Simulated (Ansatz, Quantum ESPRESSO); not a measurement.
# SnSe2 (P-3m1): modes at Γ and the response to a field

Which modes does SnSe2 (P-3m1) have at the zone centre?

Calculated with Quantum ESPRESSO 7.5; DFT LDA, scalar-relativistic, plane waves, JTH PAW pseudopotentials.

The experiments to compare with:

For SnSe2, hexagonal layered (undoped polycrystalline, melt reaction and annealing), “Metallic conduction induced by direct anion site doping in layered SnSe2” (2016, pmc:4726434) gives, by powder X-ray diffraction: lattice constant a (a, undoped sample A) 3.81043 ± 0.00035 Å; lattice constant c (c, undoped sample A) 6.13279 ± 0.00037 Å.

“Unusual pressure-induced periodic lattice distortion in SnSe2” (2018, arxiv:1807.04993) reports for SnSe2, H1 hexagonal (CdI2-type, 1T), by Raman in diamond anvil cell, 488 nm excitation (commercial single crystal, neon medium, low pressure (value not stated), 300 K): Raman mode (Eg, approximate position in the low-pressure spectrum) about 120 cm⁻¹ [Rounded position in the low-pressure spectrum; exact pressure not stated, may not be …]; Raman mode (A1g, approximate position in the low-pressure spectrum) about 190 cm⁻¹ [Rounded position in the low-pressure spectrum; exact pressure not stated, may not be …].

Most raw output is cut from this account.

In doubt: the program warns that the response may not be converged on this k-mesh (step 12), which bears on the force constants and all frequencies.

## 1. Starting point

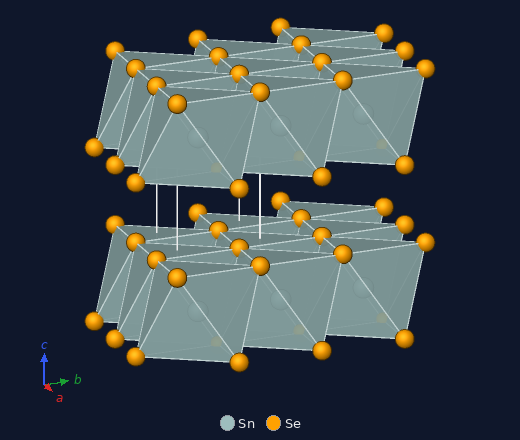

The cell as given, slightly off an axis (tin teal, selenium orange). 2×2×1 cells are drawn. Some periodic images of atoms are drawn too.

Coordinates:

```
CELL_PARAMETERS angstrom
3.81100 0.00000 0.00000
-1.90550 3.30042 0.00000
0.00000 0.00000 6.13600
ATOMIC_POSITIONS crystal
Sn 0.00000 0.00000 0.00000
Se 0.33333 0.66667 0.24900
Se 0.66667 0.33333 0.75100
```

## 2. A probe with smearing

Before anything dear is run, a loose run with smearing shows whether this is a metal and how far the cell is from rest.

probe.in reads:

```
&CONTROL
  calculation = 'scf'
  prefix      = 'x'
  outdir      = './tmp'
  pseudo_dir  = './pseudo'
  tprnfor     = .true.
  tstress     = .true.
  verbosity   = 'high'
/
&SYSTEM
  ibrav       = 4
  celldm(1)   = 7.20174626
  celldm(3)   = 1.6100761
  nat         = 3
  ntyp        = 2
  ecutwfc     = 40.0
  ecutrho     = 200.0
  occupations = 'smearing'
  smearing    = 'gaussian'
  degauss     = 0.01
/
&ELECTRONS
  conv_thr         = 1.0d-07
  mixing_beta      = 0.7
  electron_maxstep = 100
/
ATOMIC_SPECIES
 Sn    118.7100  Sn.upf
 Se     78.9710  Se.upf
ATOMIC_POSITIONS crystal
 Sn     0.000000000   0.000000000   0.000000000
 Se     0.333333330   0.666666670   0.249000000
 Se     0.666666670   0.333333330   0.751000000
K_POINTS automatic
 6 6 4 0 0 0
```

Command:

```
> OMP_NUM_THREADS=1 mpirun -n 4 pw.x -nk 4 -in probe.in > probe.out
```

Elapsed: 6.3 s, on 4 MPI ranks of Intel Xeon 6975P-C (Granite Rapids), shared host; 24 s of CPU time.

This step gave:

```
volume per atom   : 25.73 Å³
pressure          : 0.7343 GPa
gap on the k-mesh : 0.6931 eV
```

A gap of 0.69 eV opens on this mesh, so the crystal is taken as an insulator; the start stands at 0.73 GPa.

## 3. Relaxing the cell and atoms

The relaxation runs at a cutoff a fifth above that of the response, since stress converges more slowly with the basis than frequencies do. Forces and stress are brought to rest with tight thresholds.

relax.in reads:

```
&CONTROL
  calculation   = 'vc-relax'
  prefix        = 'x'
  outdir        = './tmp'
  pseudo_dir    = './pseudo'
  tprnfor       = .true.
  tstress       = .true.
  forc_conv_thr = 2.0d-05
  etot_conv_thr = 1.0d-07
  nstep         = 40
/
&SYSTEM
  ibrav       = 4
  celldm(1)   = 7.20174626
  celldm(3)   = 1.6100761
  nat         = 3
  ntyp        = 2
  ecutwfc     = 48
  ecutrho     = 240.0
  occupations = 'fixed'
  nbnd        = 15
/
&ELECTRONS
  conv_thr         = 1.0d-11
  mixing_beta      = 0.7
  electron_maxstep = 100
/
&IONS
/
&CELL
  press_conv_thr = 0.2
/
ATOMIC_SPECIES
 Sn    118.7100  Sn.upf
 Se     78.9710  Se.upf
ATOMIC_POSITIONS crystal
 Sn     0.000000000   0.000000000   0.000000000
 Se     0.333333330   0.666666670   0.249000000
 Se     0.666666670   0.333333330   0.751000000
K_POINTS automatic
 9 9 4 0 0 0
```

Command:

```
> OMP_NUM_THREADS=1 mpirun -n 4 pw.x -nk 4 -in relax.in > relax.out
```

The job ended after 2.4 min (4 MPI ranks).

Step by step:

```tsv
step	energy less that of the first step (eV)	largest force (eV/Å)	pressure (GPa)	volume (Å³)
1	0.0000	0.4834	0.66	77.18
2	-0.0101	0.3359	0.04	77.44
3	-0.0170	0.2025	-0.41	77.49
4	-0.0223	0.0436	-0.80	77.25
5	-0.0245	0.0043	-0.74	76.82
6	-0.0272	0.0192	-0.36	75.91
7	-0.0289	0.0134	0.05	75.22
8	-0.0307	0.0631	0.43	74.58
9	-0.0328	0.0983	0.66	74.08
10	-0.0358	0.1219	0.81	73.49
11	-0.0395	0.1115	0.72	72.84
12	-0.0410	0.0631	0.34	72.95
13	-0.0415	0.0125	0.03	73.12
14	-0.0415	0.0012	0.00	73.11
15	-0.0415	0.0001	0.00	73.11
16	-0.0381	0.0001	0.04	73.11
```

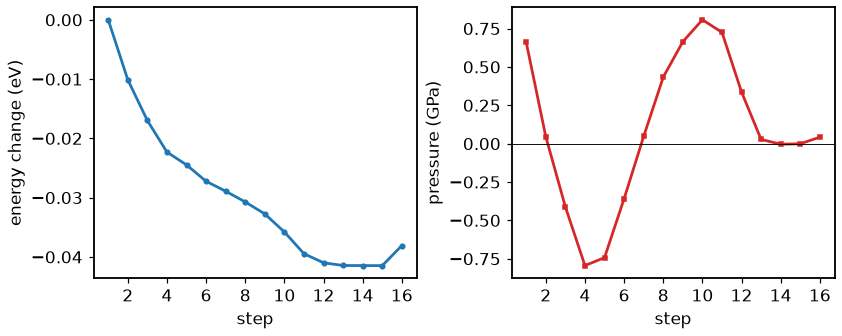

Energy and pressure along the relaxation.

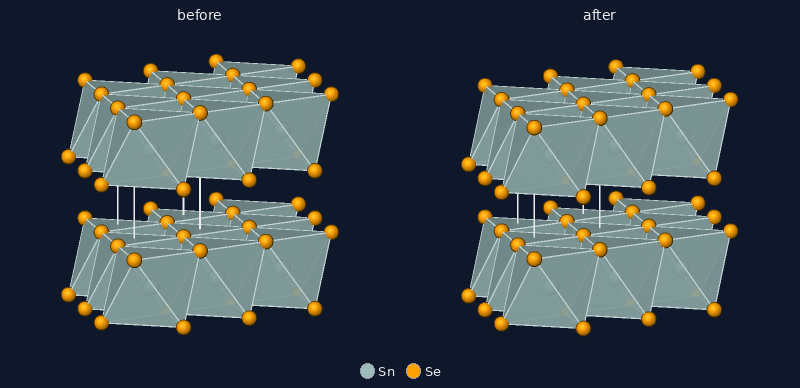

Before and after, at one scale.

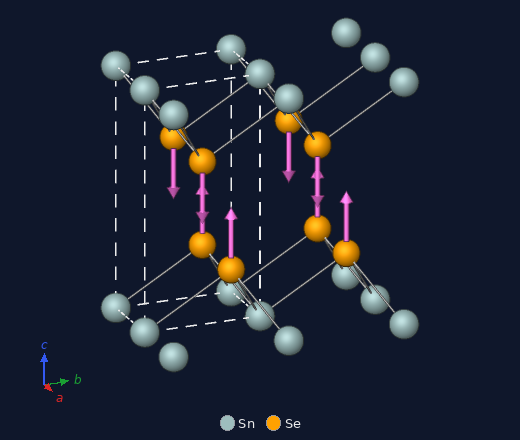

Displacements in the relaxation, exaggerated, measured against the changing cell; the longest in the cell stands for 0.12 Å. Bonds to atoms that aren't drawn are left out. 2×2×1 cells are drawn. Some periodic images of atoms are drawn too.

```tsv
conventional cell, symmetrised	before	after	change
a (Å)	3.811	3.800	-0.3 %
b (Å)	3.811	3.800	-0.3 %
c (Å)	6.136	5.847	-4.7 %
volume (Å³/atom)	25.73	24.37	-5.3 %
```

The atoms that moved most (Å, as changes of fractional coordinates times the final cell):

```tsv
atom	dx	dy	dz	length
Se3	0.000	0.000	-0.121	0.121
Se2	0.000	0.000	0.121	0.121
```

The relaxed structure:

```
CELL_PARAMETERS angstrom
3.79974 0.00000 0.00000
-1.89987 3.29067 0.00000
0.00000 0.00000 5.84710
ATOMIC_POSITIONS crystal
Sn 0.00000 0.00000 0.00000
Se 0.33333 0.66667 0.26971
Se 0.66667 0.33333 0.73029
```

The last row of the table of steps is pw.x's closing run on a basis chosen anew for the final cell, so its energy can jump.

This step gave:

```yaml
volume_per_atom: 24.37 Å³
pressure: 0.04167 GPa
gap_on_the_k_mesh: 0.3201 eV
```

The volume changes by -5.3 % from the cell with which this run began.

## 4. Self-consistent run for the response

The response is built on this ground state, so it is converged far tighter than an energy would need. With a gap, occupations are fixed, which also allows the response to an electric field.

scf.in reads:

```
&CONTROL
  calculation = 'scf'
  prefix      = 'x'
  outdir      = './tmp'
  pseudo_dir  = './pseudo'
  tprnfor     = .true.
  tstress     = .true.
/
&SYSTEM
  ibrav       = 4
  celldm(1)   = 7.1804613
  celldm(3)   = 1.5388184
  nat         = 3
  ntyp        = 2
  ecutwfc     = 40.0
  ecutrho     = 200.0
  occupations = 'fixed'
  nbnd        = 15
/
&ELECTRONS
  conv_thr         = 1.0d-12
  mixing_beta      = 0.7
  electron_maxstep = 100
/
ATOMIC_SPECIES
 Sn    118.7100  Sn.upf
 Se     78.9710  Se.upf
ATOMIC_POSITIONS crystal
 Sn     0.000000000   0.000000000   0.000000000
 Se     0.333333333   0.666666667   0.269709299
 Se     0.666666667   0.333333333   0.730290701
K_POINTS automatic
 9 9 4 0 0 0
```

Command:

```
> OMP_NUM_THREADS=1 mpirun -n 4 pw.x -nk 4 -in scf.in > scf.out
```

Wall time 11 s (4 MPI ranks); 42 s of CPU time.

This step gave:

```yaml
pressure: 0.074 GPa
```

The cell stands at 0.074 GPa, close enough for phonons.

## 5. Linear response at Γ

At q = 0 one unit cell holds all displacements; symmetry groups them into irreducible representations that are solved one by one. The response to a field gives ε∞ and the Born charges, which polar modes need.

ph.in reads:

```
phonons
&INPUTPH
  prefix = 'x'
  outdir = './tmp'
  fildyn = 'g.dyn'
  tr2_ph = 1.0d-18
  epsil  = .true.
/
0.000000000000 0.000000000000 0.000000000000
```

Command:

```
> OMP_NUM_THREADS=1 mpirun -n 4 ph.x -nk 4 -in ph.in > ph.out
```

Elapsed: 3.4 min, on 4 MPI ranks; 14 min of CPU time.

This step gave:

| Item | Value |
| --- | --- |
| miss of the charge sum rule | 0.1097 e |
| largest acoustic frequency at the zone centre before the sum rule | -1.31 cm⁻¹ |
| highest optical zone-centre mode (no LO-TO term) | 241.8 cm⁻¹ |
| lowest optical zone-centre mode | 129.3 cm⁻¹ |
| mean high-frequency dielectric constant | 16.70 |
| largest Born charge in size (third of the trace) | 4.442 e |

Born charge (rows field, columns displacement), before the sum rule (e), principal values of the symmetric part by kind of site:

```tsv
atom	atoms with these values	low	middle	high	mean
Sn1	1	2.73	5.30	5.30	4.44
Se2	2	-2.70	-2.70	-1.34	-2.25
```

In full for Se2:

```
-2.70  0.00  0.00
 0.00 -2.70  0.00
 0.00  0.00 -1.34
```

High-frequency dielectric tensor:

```
16.16  0.00  0.00
 0.00 16.16  0.00
 0.00  0.00 17.79
```

The acoustic modes at Γ come out as far as 1.3 cm⁻¹ from zero, where they should vanish, a small numerical error; the Born charges miss their sum rule by 0.11 e, too much: mesh or cutoff is short for the field response.

## 6. Zone-centre analysis

A rigid shift of the crystal must cost nothing, but grids and finite bases break this; the acoustic sum rule is imposed before the matrix is diagonalised again. With Born charges the intensities follow, and the static dielectric tensor.

dynmat.in reads:

```
&INPUT
  fildyn = 'g.dyn'
  asr    = 'crystal'
  fileig = 'dynmat.eig'
  lperm  = .true.
/
```

Command:

```
> dynmat.x -in dynmat.in > dynmat.out
```

The job ended after 0.61 s (1 thread).

Numbers from this step:

```yaml
mean_static_dielectric_constant: 26.10
```

Unit eigenvectors of the mass-weighted matrix after the sum rule; no LO-TO term. The modes at Γ (shares of kinetic energy by element, %):

```tsv
mode	frequency (cm⁻¹)	symmetry	Sn %	Se %
1	0.0	acoustic	43	57
2	0.0	acoustic	43	57
3	0.0	acoustic	43	57
4	129.3	Eg	0	100
5	129.3	Eg	0	100
6	144.8	Eu	57	43
7	144.8	Eu	57	43
8	180.7	A1g	0	100
9	241.8	A2u	57	43
```

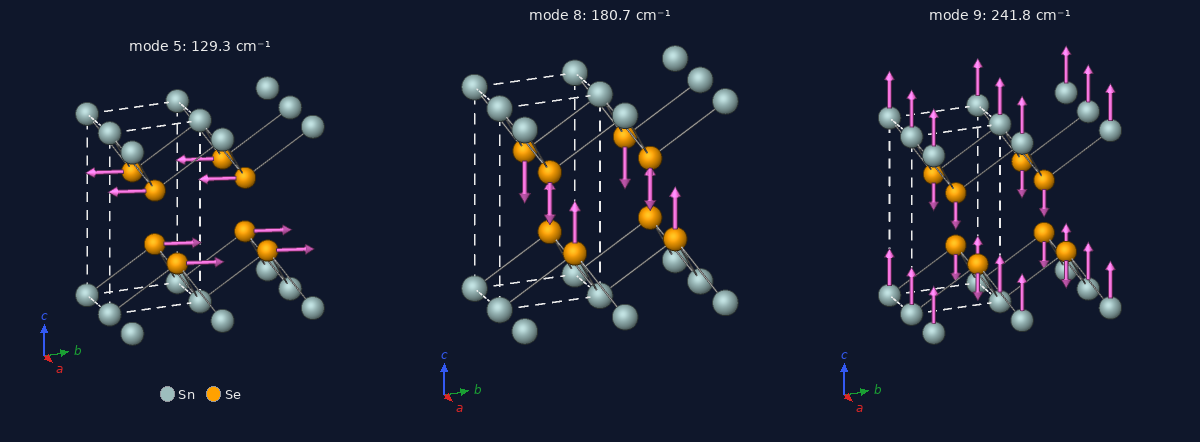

Displacement patterns of modes 5, 8 and 9 at Γ; arrows are exaggerated. Bonds to atoms that aren't drawn are left out. 2×2×1 cells are drawn. Some periodic images of atoms are drawn too.

Degenerate modes summed, no LO-TO term. Infrared lines, with heights relative to the strongest:

```tsv
position (cm⁻¹)	lines merged	label	IR intensity, relative
129	2	Eg	0.0
145	2	Eu	100
181	1	A1g	0.0
242	1	A2u	13
```

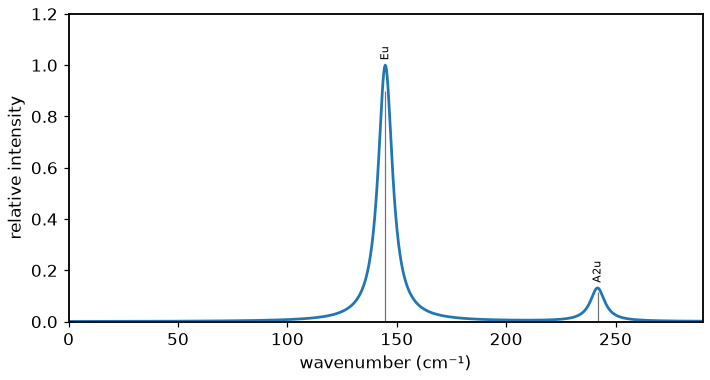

The infrared spectrum, broadened with Lorentzians of width 8 cm⁻¹; bars mark the lines.

Static dielectric tensor (ions relaxed, fixed cell):

```
29.63  0.00  0.00
 0.00 29.63  0.00
 0.00  0.00 19.04
```

The rule moves no optical mode by more than 0.1 cm⁻¹.

## 7. Sum rules set otherwise: a sum rule for molecules or wires on a crystal

This rule also removes rotations, which suits molecules and not a crystal; it is tried to see the harm.

dynmat.in reads:

```
&INPUT
  fildyn = 'g.dyn'
  asr    = 'zero-dim'
  fileig = 'dynmat.eig'
  lperm  = .true.
/
```

Command:

```
> dynmat.x -in dynmat.in > dynmat.out
```

Elapsed: 0.6 s, on 1 thread.

The run ended normally, but on settings that are not sound.

The fault: a sum rule for molecules or wires on a crystal; 3 optical modes are projected out to zero frequency, as if they were rotations, and the static dielectric tensor is spoilt.

For a crystal the rule has to be 'simple' or 'crystal'.

Zone-centre frequencies as printed; negative means imaginary. Modes:

```tsv
mode	frequency (cm⁻¹)
1	0
2	0
3	0
4	0
5	0
6	0
7	137
8	167.9
9	221.5
```

## 8. Sum rules set otherwise (asr simple)

The rule can be imposed in more than one way; the choices should agree where the raw error is small.

dynmat.in reads:

```
&INPUT
  fildyn = 'g.dyn'
  asr    = 'simple'
  fileig = 'dynmat.eig'
  lperm  = .true.
/
```

Command:

```
> dynmat.x -in dynmat.in > dynmat.out
```

Wall time 0.59 s (1 thread).

Zone-centre frequencies as printed; negative means imaginary. Modes:

```tsv
mode	frequency (cm⁻¹)
1	0
2	0
3	0
4	129.3
5	129.3
6	144.8
7	144.8
8	180.7
9	241.8
```

Against the first rule no mode moves by more than 0.1 cm⁻¹.

## 9. Modes along a direction of q (1 0 0)

A longitudinal polar mode sets up a macroscopic field that stiffens it; the term hangs on the direction from which q goes to zero.

dynmat.in reads:

```
&INPUT
  fildyn = 'g.dyn'
  asr    = 'crystal'
  fileig = 'dynmat.eig'
  q(1)   = 1.0
  q(2)   = 0.0
  q(3)   = 0.0
/
```

Command:

```
> dynmat.x -in dynmat.in > dynmat.out
```

Run time: 0.6 s. Hardware: 1 thread.

Read from the output:

* highest mode moved by the LO-TO term: 196.1 cm⁻¹

Zone-centre frequencies as printed; negative means imaginary. Modes:

```tsv
mode	frequency (cm⁻¹)
1	0
2	0
3	0
4	129.3
5	129.3
6	144.8
7	180.7
8	196.1
9	241.8
```

The field moves one mode, from 145 to 196 cm⁻¹; the others stay.

## 10. Modes along a direction of q (0 0 1)

dynmat.in reads:

```
&INPUT
  fildyn = 'g.dyn'
  asr    = 'crystal'
  fileig = 'dynmat.eig'
  q(1)   = 0.0
  q(2)   = 0.0
  q(3)   = 1.0
/
```

Command:

```
> dynmat.x -in dynmat.in > dynmat.out
```

Run time: 0.6 s. Hardware: 1 thread.

Read from the output:

```yaml
highest_mode_moved_by_the_lo_to_term: 250.2 cm⁻¹
```

Zone-centre frequencies as printed; negative means imaginary. Modes:

```tsv
mode	frequency (cm⁻¹)
1	0
2	0
3	0
4	129.3
5	129.3
6	144.8
7	144.8
8	180.7
9	250.2
```

The field moves one mode, from 242 to 250 cm⁻¹; the others stay.

## 11. The LO-TO splitting (1 1 1)

dynmat.in reads:

```
&INPUT
  fildyn = 'g.dyn'
  asr    = 'crystal'
  fileig = 'dynmat.eig'
  q(1)   = 1.0
  q(2)   = 1.0
  q(3)   = 1.0
/
```

Command:

```
> dynmat.x -in dynmat.in > dynmat.out
```

It took 0.59 s on 1 thread.

This step gave:

```
highest mode moved by the LO-TO term : 246.0 cm⁻¹
```

Zone-centre frequencies as printed; negative means imaginary. Modes:

```tsv
mode	frequency (cm⁻¹)
1	0
2	0
3	0
4	129.3
5	129.3
6	144.8
7	177.9
8	180.7
9	246
```

The field moves 2 modes; the highest of them now lies at 246 cm⁻¹, where the highest that moved away lay at 242.

## 12. The same in Ansatz

The same cell goes through another code, with its own cutoff. The potentials differ. Its k mesh is centred on Γ.

This step: DFT LDA, scalar-relativistic, plane waves, PseudoDojo norm-conserving pseudopotentials (Ansatz 0.2.0).

input.yaml reads:

```yaml
crystal:
  lattice:
    - [3.7997364835, 0.0, 0.0]
    - [-1.8998682417, 3.2906683224, 0.0]
    - [0.0, 0.0, 5.847104425]
  atoms:
    - { symbol: Sn, position: [0.0, 0.0, 0.0] }
    - { symbol: Se, position: [0.3333333333, 0.6666666667, 0.2697092989] }
    - { symbol: Se, position: [0.6666666667, 0.3333333333, 0.7302907011] }
kpoints:
  mp_grid: { grid: [9, 9, 4] }
hamiltonian:
  xc: lda
  pseudopotentials: { kind: nc, accuracy: standard }
scf:
  occupations: { method: fixed }
output:
  eigenvalues: true
phonons:
  method: dfpt
  dielectric: true
  rigid_motions: translations
```

Command:

```
> ansatz run input.yaml --threads 4 --pin off --max-ram 8192MiB --backend cpu --events-out ev --progress --plain --runs-dir out
```

Run time: 4 min. Hardware: 4 threads; peak memory 6.2 GiB.

This step gave:

| Property | Result |
| --- | --- |
| gap on the k-mesh | 0.2967 eV |
| sum-rule residual before enforcement | 2.09e-4 eV/Å² |
| miss of the charge sum rule | 7.29e-4 e |
| estimated error of the dielectric tensor | 2.254 |
| estimated error of the Born charges | 2.759 e |
| highest optical zone-centre mode (no LO-TO term) | 241.6 cm⁻¹ |
| lowest optical zone-centre mode | 129.9 cm⁻¹ |
| mean high-frequency dielectric constant | 15.18 |
| largest Born charge in size (third of the trace) | 4.449 e |
| mean static dielectric constant | 24.31 |
| highest mode moved by the LO-TO term | 251.3 cm⁻¹ |

Transverse modes. Infrared lines, with heights relative to the strongest:

```tsv
position (cm⁻¹)	label	IR intensity ((D/Å)²/amu), degenerate modes summed, relative
130	Eg	0.0
146	Eu	100
180	A1g	0.0
242	A2u	14
```

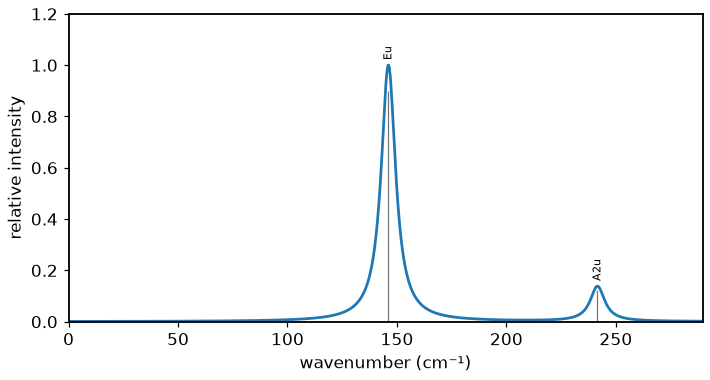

The infrared spectrum, broadened with Lorentzians of width 8 cm⁻¹; bars mark the lines.

The log warns that the force constants on this k mesh are to be taken as unconverged.

## 13. Side by side: QE JTH and Ansatz, PseudoDojo

Worked out from the results:

```
root-mean-square difference : 0.84 cm⁻¹
largest difference          : 1.29 cm⁻¹
```

Frequencies side by side, by row:

```tsv
q (reciprocal lattice)	mode	QE JTH (cm⁻¹)	Ansatz, PseudoDojo (cm⁻¹)
0 0 0	1	0	0
0 0 0	2	0	0
0 0 0	3	0	0
0 0 0	4	129.3	129.9
0 0 0	5	129.3	129.9
0 0 0	6	144.8	146.1
0 0 0	7	144.8	146.1
0 0 0	8	180.7	180.5
0 0 0	9	241.8	241.6
```

The two runs side by side. Further quantities:

```tsv
quantity	QE JTH	Ansatz, PseudoDojo
mean ε∞	16.7	15.19
largest Born charge in size (e; the first before, the second after the charge sum rule)	4.442	4.449
summed IR intensity ((D/Å)²/amu)	21.87	21.66
```

At the zone centre the largest difference (acoustic modes at Γ apart) is 0.5 % of the highest mode; ε∞ differs by 10.0 %.

## 14. What came out

```yaml
space_group_after_relaxation: P-3m1
volume_per_atom: 24.4 Å³
gap_on_the_k_mesh: 0.320 eV
highest_optical_zone_centre_mode_no_lo_to_term: 241.8 cm⁻¹
lowest_optical_zone_centre_mode: 129.3 cm⁻¹
highest_mode_moved_by_the_lo_to_term_probably_not_converged_in_the_k_mesh: 250.2 cm⁻¹
mean_high_frequency_dielectric_constant_probably_not_converged_in_the_k_mesh: 16.7
largest_born_charge_in_size_third_of_the_trace_probably_not_converged_in_the_k_mesh: 4.44 e
mean_static_dielectric_constant_probably_not_converged_in_the_k_mesh: 26.1
imaginary_optical_modes_at_the_zone_centre_no_q_mesh_in_this_session: none
largest_difference_from_ansatz_pseudodojo: 1.29 cm⁻¹
```

What this shows: At the LDA level the optical modes of SnSe2 (P-3m1) at the zone centre (no LO-TO term) run from 129 to 242 cm⁻¹. Along the directions run, the highest mode that the macroscopic field moves lies at 250 cm⁻¹. Lattice motion raises the mean dielectric constant from 16.70 to 26.10. The Born charges miss their sum rule by 0.11 e, a sign that the k mesh or the cutoff is short for the field response. ε∞, the Born charges and what follows from them are probably not converged in the k mesh. Of the 6 optical modes, 3 are Raman active alone and 3 are infrared active alone; inversion symmetry keeps the two sets apart. QE JTH and Ansatz, PseudoDojo differ by 0.8 cm⁻¹ in the root mean square and by 1.3 cm⁻¹ at most, 0.5 % of the highest mode compared (acoustic modes at Γ left out); the two use different potentials, and the cell was not relaxed for the second set. The mean ε∞ is 16.70 against 15.19: the first is summed on the ground state's k mesh, while Ansatz refines the mesh of its field response, and the potentials differ. These are harmonic frequencies at zero temperature: anharmonic shifts and linewidths and thermal expansion are left out. Ansatz's log warns that force constants on this k mesh are to be taken as unconverged, an error that the frequencies of both programs share. Ansatz marks its own field response as not converged.

Computed beside measured:

| quantity | measured | LDA JTH, Quantum ESPRESSO |
| --- | --- | --- |
| lattice constant a (Å) | 3.81043 | 3.800 (-0.3 %) |
| lattice constant c (Å) | 6.13279 | 5.847 (-4.7 %) |
| Raman mode, Eg, approximate position in … (cm⁻¹) | 120 | 129 (+7.8 %) |
| Raman mode, A1g, approximate position … (cm⁻¹) | 190 | 181 (-4.9 %) |

Measured values from pmc:4726434 (2016) and arxiv:1807.04993 (2018).

How well it matches: The lattice constant a is off by -0.3 %: good agreement. The lattice constant c is off by -4.7 %: a clear miss. The Raman mode is off by +7.8 %. The Raman mode is off by -4.9 %. The grades are ours: good and fair within 0.7 and 1.5 % for the lattice constant a, 0.8 and 2 % for the lattice constant c and 3 and 7 % for the Raman mode. Zero-point motion and thermal expansion (measured at up to 300 K) are not in the computed lattice constants and Raman mode. Limits of convergence are named above.

[Host names and launcher messages were left out of these logs when they were recorded.]

[Logs are printed without paths, hosts, clocks, repeated set-up lines and the standing remarks that a program may print on its own settings, such as how far it seeks lower states.]

[Hosts, paths, dates, database ids (printed as entryN), source tags and the programs' standing remarks are cut or masked in the printed files.]
